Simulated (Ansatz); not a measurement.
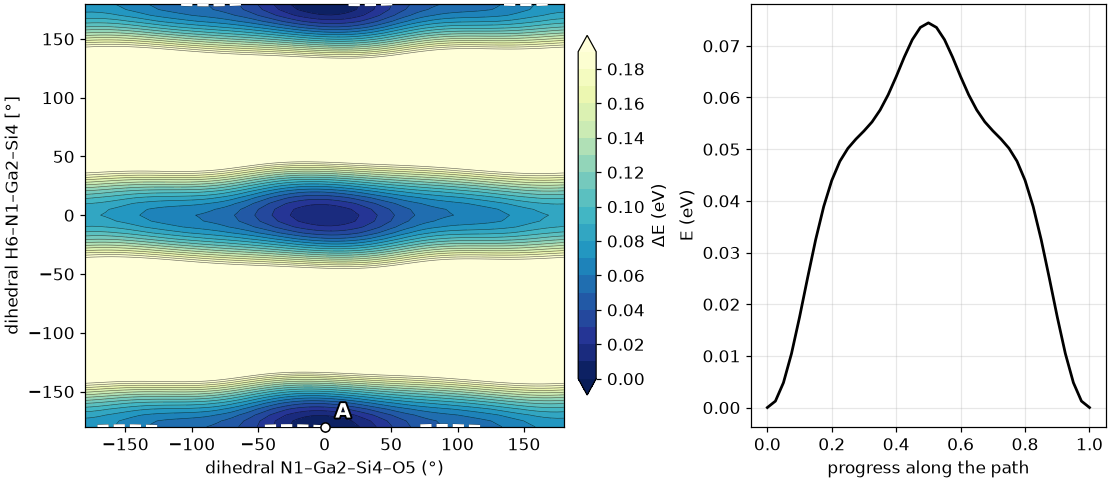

GaH₆NO₂Si, SMILES [NH2][Ga]([OH])[SiH2]O. 
- First axis: dihedral N1–Ga2–Si4–O5. Second axis: dihedral H6–N1–Ga2–Si4.
- Nothing is relaxed (all other coordinates rigid).
- Grid: 18 × 18 points.
- Points are written as (first, second).
- Energies: eV, counted from the lowest grid point.
- All numbers below come from RKS SPW92 (LDA)/def2-SVP in Ansatz.

The picture shows filled contours, a line along the lowest path, one colour for all values above the top of the scale, the energy along the path at the right, the start A. Between grid points the surface is interpolated.

Describe the path and its barrier.

Answer. The easiest path leads from the well at (0°, −180°) to its copy one period on. Its highest point lies about 0.074 eV above the bottom of the first well on the interpolated surface, at (−180°, −180°). The start is the relaxed structure and all else is held, so a fully relaxed path at this level can only be lower.
